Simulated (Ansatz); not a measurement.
H$_{3}$N$_{2}$P (SMILES N=[PH]=N)

```xyz
6

N    -2.2337    1.3345    2.1436
N    -1.9369   -1.4814    1.3547
P    -1.7130    0.0497    1.4496
H    -3.0099    1.2329    2.7974
H    -0.6565    0.3994    0.5989
H    -2.6815   -1.8829    1.9245
```

Geometry: PBE0-D3(BJ)/def2-SVP.

Level of theory: Ansatz 0.2.0, isolated molecule in a Gaussian basis; Kohn-Sham density functional theory, functional PBE0.

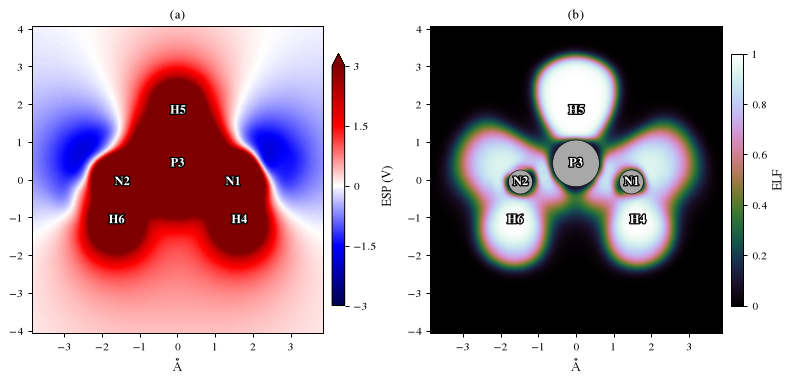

Figure 1. (a) molecular electrostatic potential; (b) electron localisation function on the molecular plane. Grey discs cover the atomic cores in the ELF map.

Q: Describe what can be read from this map.

A: Atoms in the plane: N, P and H.
P–N (1.55 Å): the ELF peaks at about 0.85 between the atoms; a short, strongly polar bond.
N–H (1.02 Å): the ELF climbs to about 1 towards the hydrogen, as it does in any bond to H (a covalent bond by its length).
P–H (1.40 Å): the ELF climbs to about 1 towards the hydrogen.
The ELF also peaks beside N1 and N2, away from the bonds: lone-pair regions.
Outside the dense part of the molecule the potential is most negative (−1.8 V) near N1 and N2.

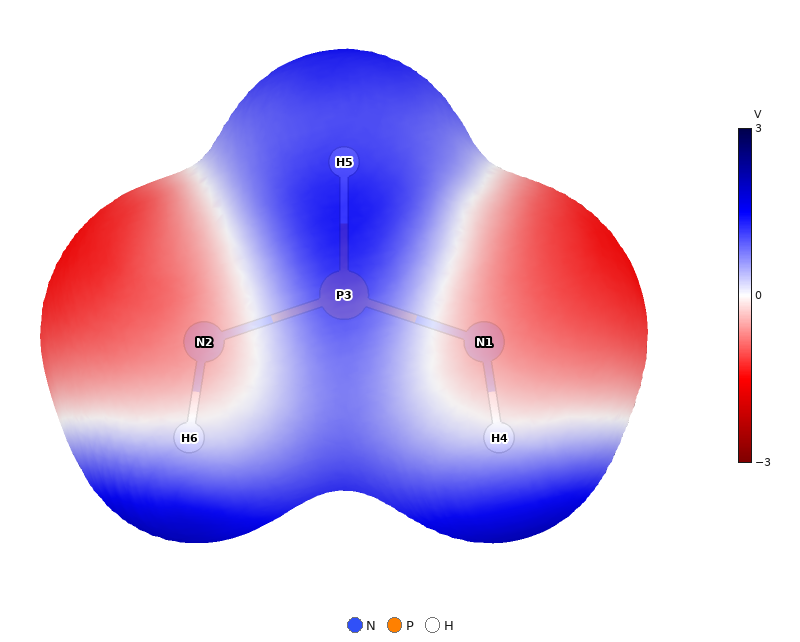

Figure 2. The electrostatic potential painted on the density surface at 0.002 e/bohr³, seen across its widest extent; red is negative and blue positive.

Q: Where is the surface potential most negative and most positive?

A: The most negative region (about −1.4 V) lies over N1 and N2, the most positive (about +2.0 V) over H4 and H6.

Q: What dipole moment does the calculation give?

A: Its dipole moment is 0.94 D.

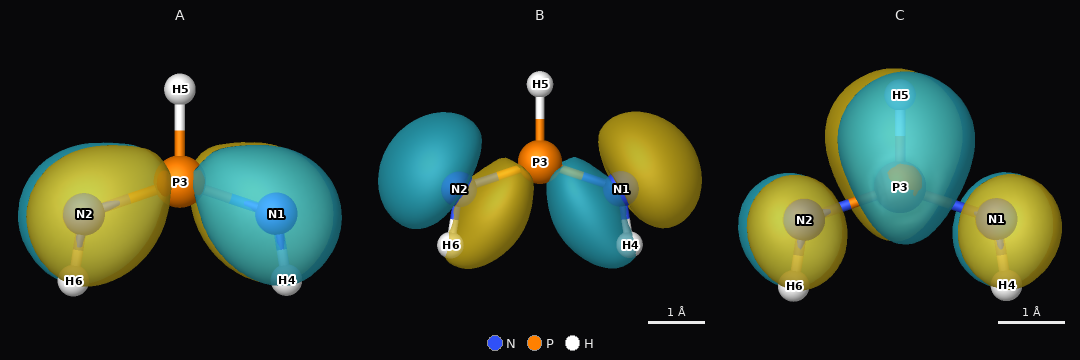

Figure 3. Three frontier orbitals at ±0.1 Å⁻³ᐟ² (yellow and cyan are the two phases), in no order.

Q: Order the three orbitals by energy and name them.

A: B is the HOMO−1 (−8.27 eV). By Hirshfeld shares it lies mainly on N1 (about 40 %), N2 (about 40 %) and P3 (about 10 %); it is symmetric in the molecular plane (an in-plane orbital: σ, lone-pair or in-plane π type). A is the HOMO (−7.77 eV). By Hirshfeld shares it lies mainly on N1 (about 40 %), N2 (about 40 %) and P3 (about 15 %); it changes sign across the molecular plane (π type); π-bonding across N2–P3; π-antibonding (a node) across N1–P3. C is the LUMO (−1.12 eV). It lies mainly on P3 (about 50 %), N1 (about 20 %), N2 (about 20 %) and H5 (about 5 %); it changes sign across the molecular plane (π type); π-antibonding (a node) across N1–P3 and N2–P3.

Q: What is the HOMO–LUMO gap?

A: 6.65 eV between the orbital energies.
